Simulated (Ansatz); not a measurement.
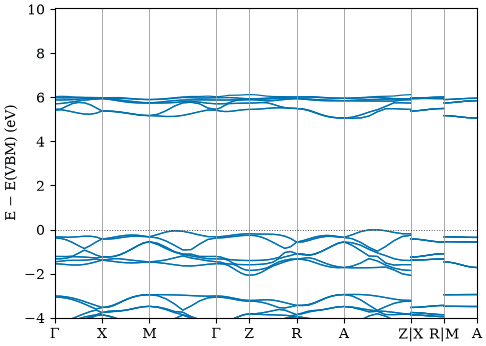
*Band structure from DFT-r²SCAN with spin–orbit coupling in the program Ansatz with PAW potentials*

Q: Read off the gap and where the band edges lie.

A: About 5.1 eV (5.05 eV by a search for the band edges); maximum on the A–Z line, 45 % of the way from A, minimum on the A–Z line, 17 % of the way from A.

The material is LaOF in space group P4/nmm (No. 129; La on 2c, O on 2b, F on 2a).

The first step of the workflow began from a Materials Project structure, measured or hypothetical; the Crystallography Open Database copy checked does not list it. COD files the formula under space group No. 166. Its standing as an ambient phase is unchecked. The r²SCAN relaxation kept the symmetry of its start; its stability against distortions is not shown here.

Potentials: the later of the program's two PAW sets.
